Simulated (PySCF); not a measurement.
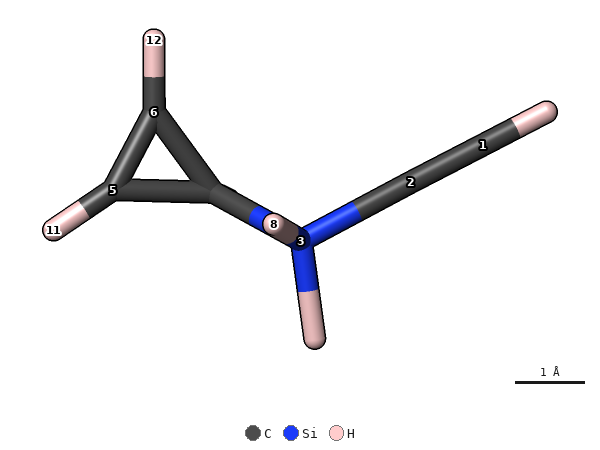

The structure (stick view, seen at a tilt; atoms are numbered from 1 in the order of the input). Bond lengths as drawn: C–C 1.20 to 1.51 Å, C–H 1.05 to 1.09 Å, C–Si 1.85 to 1.89 Å and H–Si 1.47 Å.

# Run report: C₅H₆Si, excited-state calculation

- system: C₅H₆Si
- method: TDDFT B3LYP/def2-SVPD, vertical, gas phase, core orbitals frozen in the response (PySCF 2.14.0)

The geometry comes from this level: GFN2-xTB. It belongs to a series of runs on one base structure; here: H on Si replaced by ethynyl.

## Input
```
{"job": {"kind": "uv", "xc": "B3LYP", "basis": "def2-SVPD", "nstates": 8, "ntriplets": 3}, "charge": 0, "multiplicity": 1}
C     -3.094730    -0.496054     0.495967
C     -2.066031     0.068853     0.235069
Si    -0.496810     0.967181    -0.163991
C      0.848697    -0.299851    -0.553982
C      2.310154    -0.014083    -0.282704
C      1.755199    -0.864880     0.517674
H     -3.994121    -0.993681     0.722618
H     -0.110249     1.763199     1.007649
H     -0.746578     1.819735    -1.334696
H      0.640073    -0.958622    -1.400640
H      3.154542     0.540191    -0.610610
H      1.801053    -1.532674     1.341618
```

The first line tells a small driver script what to run in PySCF; the rest is the geometry in Å.

Launched with:
```bash
OMP_NUM_THREADS=1 python <driver script> task.json out
```

## What the program printed
```
coarse grid: 10776 points
cycle   1  E = -483.1326049326  dE =  6.956e-01  |g| = 4.408e-01  |ddm| = 8.889e+00
cycle   2  E = -483.1120344048  dE =  2.057e-02  |g| = 5.135e-01  |ddm| = 2.262e+00
cycle   3  E = -483.1830609929  dE = -7.103e-02  |g| = 1.277e-01  |ddm| = 8.684e-01
cycle   4  E = -483.1865494258  dE = -3.488e-03  |g| = 5.394e-02  |ddm| = 2.017e-01
cycle   5  E = -483.1872942739  dE = -7.448e-04  |g| = 1.216e-02  |ddm| = 7.183e-02
cycle   6  E = -483.1873300855  dE = -3.581e-05  |g| = 3.716e-03  |ddm| = 2.497e-02
cycle   7  E = -483.1873337276  dE = -3.642e-06  |g| = 9.291e-04  |ddm| = 7.557e-03
final grid: 100200 points
cycle   8  E = -483.2671129544  dE = -2.602e-05  |g| = 3.721e-03  |ddm| = 8.776e-02
cycle   9  E = -483.2671095676  dE =  3.387e-06  |g| = 5.228e-03  |ddm| = 1.386e-02
cycle  10  E = -483.2671166820  dE = -7.114e-06  |g| = 1.060e-03  |ddm| = 7.312e-03
cycle  11  E = -483.2671169702  dE = -2.882e-07  |g| = 1.809e-04  |ddm| = 1.566e-03
cycle  12  E = -483.2671169780  dE = -7.808e-09  |g| = 6.918e-05  |ddm| = 3.822e-04
cycle  13  E = -483.2671169791  dE = -1.154e-09  |g| = 2.644e-05  |ddm| = 1.316e-04
cycle  14  E = -483.2671169793  dE = -1.434e-10  |g| = 1.178e-05  |ddm| = 4.300e-05
```

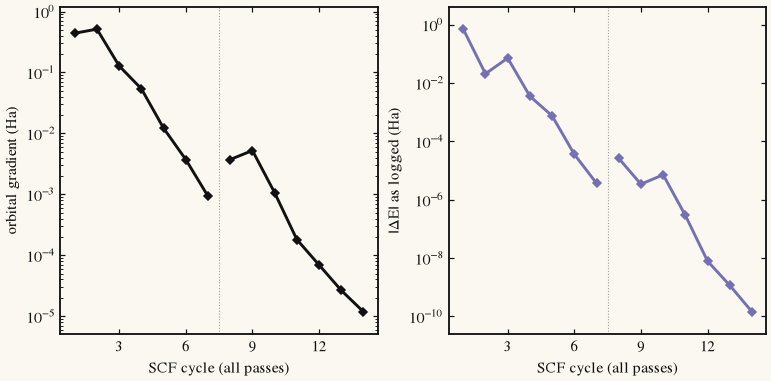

Convergence of the self-consistent field: orbital gradient and size of the energy change against the SCF cycle. The dotted line marks the change from a coarse to the final integration grid. The first 7 cycles use a coarse grid, the final grid takes over at cycle 8, and the field converges after 14 cycles in all.

```
converged SCF energy = -483.2671169793

Static polarisability (au): isotropic 80.542, principal 62.592 74.481 104.553

Singlet excitations
state   eV       nm        f      main configurations
  1   5.3402    232.2   0.01847   H->L 0.95
  2   5.8452    212.1   0.03701   H->L+1 0.79, H->L+2 0.11
  3   5.9650    207.9   0.02399   H->L+2 0.70, H->L+1 0.13, H-2->L+2 0.09
  4   6.1894    200.3   0.00174   H-1->L+1 0.57, H-1->L 0.16, H-3->L 0.09
  5   6.2416    198.6   0.00203   H-3->L 0.49, H-1->L+1 0.22, H-2->L 0.20
  6   6.3924    194.0   0.00953   H-2->L+1 0.33, H-1->L 0.31, H-1->L+2 0.16
  7   6.5072    190.5   0.00032   H-2->L+2 0.32, H-2->L 0.28, H-3->L 0.11
  8   6.5902    188.1   0.00258   H-1->L 0.37, H-1->L+2 0.17, H-2->L+1 0.15

Triplet excitations (Tamm-Dancoff, eV): 3.7219 5.0474 5.4432
```

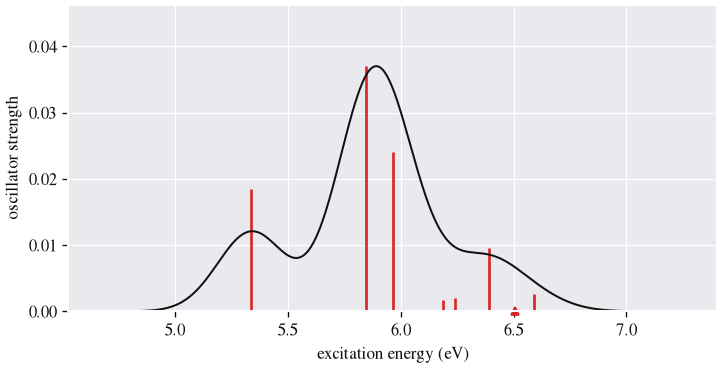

Computed excitations as sticks (degenerate states added up, dark ones marked on the axis), with a Gaussian envelope of 0.35 eV full width at half maximum, scaled to the tallest. Of the 8 states the lowest lies at 5.34 eV (f = 0.018); the strongest line is at 5.85 eV, or 212 nm (f = 0.037).

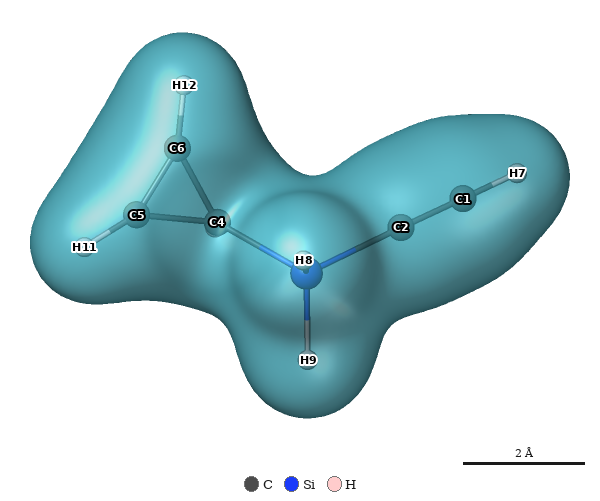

Isosurface of the total electron density at 0.05 e/Å³ (cyan), seen at a tilt. At this value the surface is in one piece. On the grid the lowest density along these lines, outside the cores, is 2.8 e/Å³ (C–C, 1.20 Å), 0.75 e/Å³ (C–Si, 1.85 Å), 2 e/Å³ (C–H, 1.05 Å) and 2.3 e/Å³ (C–C, 1.29 Å).

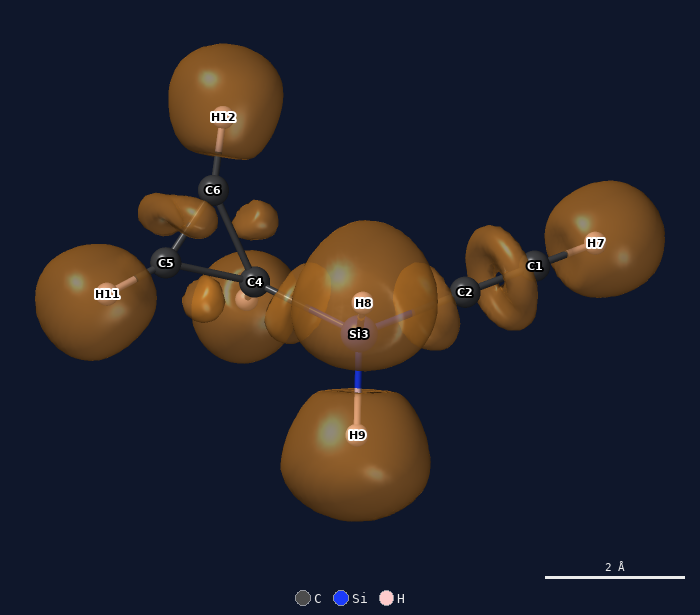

Isosurface of the electron localisation function at 0.85 (orange), seen at a tilt. Only the valence region is drawn (cores and ρ < 0.01 e/Å³ removed). The ELF exceeds this value in four regions between bonded C–C atoms (shared pairs), two regions between bonded C–Si atoms (shared pairs) and six regions around hydrogen nuclei. Values along the shortest contacts: C–C (1.20 Å): the ELF peaks at about 0.85 between the atoms; a double or triple bond. C–Si (1.85 Å): the ELF peaks at about 0.95 between the atoms, which marks a shared electron pair.

## Key numbers

- outcome: converged
- total energy: −483.267117 hartree
- HOMO: −6.76 eV
- LUMO: −0.69 eV
- dipole moment: 1.17 D
- mean polarisability: 80.54 a.u.
- lowest singlet excitation: 5.34 eV
- hardware: 1 CPU thread, shared host
- wall time: 24 s
- peak memory: 0.7 GiB
